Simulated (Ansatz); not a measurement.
# UBHLYP/cc-pVDZ run of SiCl2OF (SMILES [O][Si](F)(Cl)Cl)

What is the vertical ionisation energy of SiCl2OF at UBHLYP/cc-pVDZ? 

The calculation is run with Ansatz 0.2.0.

73 further runs of the same task are left out: 9 that didn't finish, 64 set aside as unsound or not needed.

### 1 The molecule

The species is SiCl2OF (5 atoms), meant as a doublet with charge 0. SMILES: `[O][Si](F)(Cl)Cl`. Geometry: relaxed at PBE0-D4/def2-TZVP.

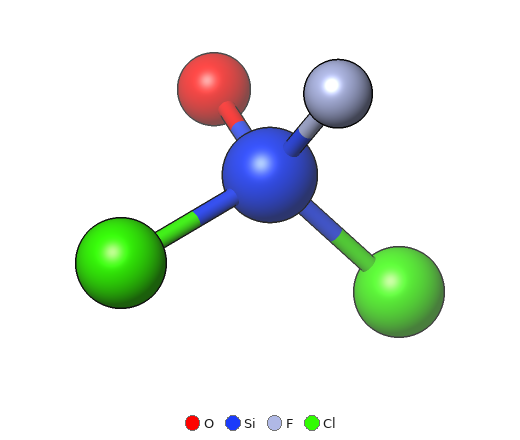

Viewed from a chosen angle; oxygen red, silicon blue, fluorine light blue, chlorine green.

### 2 The energy at UBHLYP/cc-pVDZ

The input, run.yaml:

```yaml
basis:
  gaussian:
    orbitals: cc-pVDZ
crystal:
  periodic: [false, false, false]
  atoms:
    - {symbol: O, position_ang: [1.205200, -1.120900, 0.351000]}
    - {symbol: Si, position_ang: [0.002000, -0.037300, 0.071900]}
    - {symbol: F, position_ang: [-0.944500, 0.175500, 1.311100]}
    - {symbol: Cl, position_ang: [-1.088600, -0.815800, -1.428500]}
    - {symbol: Cl, position_ang: [0.875700, 1.725000, -0.347000]}
total_charge: 0
magnetization:
  spin_polarized: true
  initial_magnetization: 1
hamiltonian:
  xc: {name: BHLYP}
accuracy: high
output:
  orbitals: {seedname: orbitals}
```

On the command line:

```sh
$ ansatz run run.yaml --threads 1 --pin off --max-ram 3480MiB --events-out events.jsonl --progress --plain --runs-dir runs
```

Log:

```text
Warning: RAYON_NUM_THREADS=1 ignored (pool sized by the plan → 1); use --threads N
Functional definition: BHLYP
  name "BHLYP"
  parameter a = 0.5
  exchange = (1 - a)*b88_x + a*exact_x
  correlation = lyp_c
1763 factors; integrals over basis functions are off by at most 3.0e-9 eV
mean field evaluation 1: about -37677.1567 eV, gradient 4.4e1 eV
mean field evaluation 2: about -37647.3419 eV, gradient 9.4e1 eV
mean field evaluation 4: about -37687.5321 eV, gradient 9.1e0 eV
mean field evaluation 8: about -37688.3222 eV, gradient 1.4e0 eV
mean field evaluation 16: about -37688.3329 eV, gradient 8.2e-3 eV
mean field evaluation 32: about -37688.3330 eV, gradient 2.4e-8 eV
mean field -37688.33296093 eV, -1385.0206902444 hartree, gradient 2.4e-8 eV, S^2 0.753344; 2 other end points of the search recorded, 0 dependent functions left out
reference -37688.33298533 eV, -1385.0206911413 hartree; 33, 32 occupied and 49, 50 virtual orbitals, 1763 factors
Total energy: -37688.33298533 eV, -1385.0206911413 hartree
```

Wall time 28 s (1 thread of Arm Neoverse V2, shared host); peak memory 0.48 GiB.

### 3 The singlet cation, same level

The input, in.yaml:

```yaml
crystal:
  periodic: [false, false, false]
  atoms:
    - {symbol: O, position_ang: [1.205200, -1.120900, 0.351000]}
    - {symbol: Si, position_ang: [0.002000, -0.037300, 0.071900]}
    - {symbol: F, position_ang: [-0.944500, 0.175500, 1.311100]}
    - {symbol: Cl, position_ang: [-1.088600, -0.815800, -1.428500]}
    - {symbol: Cl, position_ang: [0.875700, 1.725000, -0.347000]}
basis:
  gaussian: {orbitals: cc-pVDZ}
total_charge: 1
hamiltonian: {xc: {name: BHLYP}}
accuracy: high
output: {orbitals: {seedname: orbitals}}
```

On the command line:

```sh
$ ansatz run in.yaml --threads 1 --pin off --max-ram 3480MiB --events-out events.jsonl --progress --plain --runs-dir runs
```

Log:

```text
Warning: RAYON_NUM_THREADS=1 ignored (pool sized by the plan → 1); use --threads N
[... 5 set-up lines as earlier in the session ...]
1762 factors; integrals over basis functions are off by at most 3.0e-9 eV
mean field evaluation 1: about -37654.5000 eV, gradient 8.6e1 eV
mean field evaluation 2: about -37525.8164 eV, gradient 1.9e2 eV
mean field evaluation 4: about -37666.0725 eV, gradient 5.6e1 eV
mean field evaluation 8: about -37673.9195 eV, gradient 1.1e0 eV
mean field evaluation 16: about -37674.3029 eV, gradient 6.9e-2 eV
mean field evaluation 32: about -37674.3031 eV, gradient 1.3e-4 eV
mean field evaluation 64: about -37673.6614 eV, gradient 1.6e1 eV
mean field -37674.30307063 eV, -1384.5051012859 hartree, gradient 9.5e-8 eV, S^2 0.000000; 4 other end points of the search recorded, 0 dependent functions left out
reference -37674.30309447 eV, -1384.5051021620 hartree; 32, 32 occupied and 50, 50 virtual orbitals, 1762 factors
Total energy: -37674.30309447 eV, -1384.5051021620 hartree
```

Run time: 18 s. Hardware: 1 thread of Arm Neoverse V2, shared host; peak memory 0.31 GiB.

### 4 Summary of results

Level: UBHLYP/cc-pVDZ.

| quantity | value |
| --- | --- |
| doublet SiCl2OF: total energy | -1385.02069 Eh |
| doublet SiCl2OF: HOMO energy (highest over α and β) | -11.27 eV |
| doublet SiCl2OF: LUMO energy (lowest over α and β) | -3.84 eV |
| doublet SiCl2OF: ⟨S²⟩ | 0.753 |
| singlet cation: total energy | -1384.50510 Eh |
| singlet cation: HOMO energy | -17.76 eV |
| singlet cation: LUMO energy | -14.23 eV |
| singlet cation: HOMO–LUMO gap | 3.54 eV |
| vertical ionisation energy (to the singlet cation) | 14.030 eV |

In words: The vertical ionisation energy comes to 14.03 eV (324 kcal/mol). Only the singlet of the ionised species was computed; a triplet could lie lower.
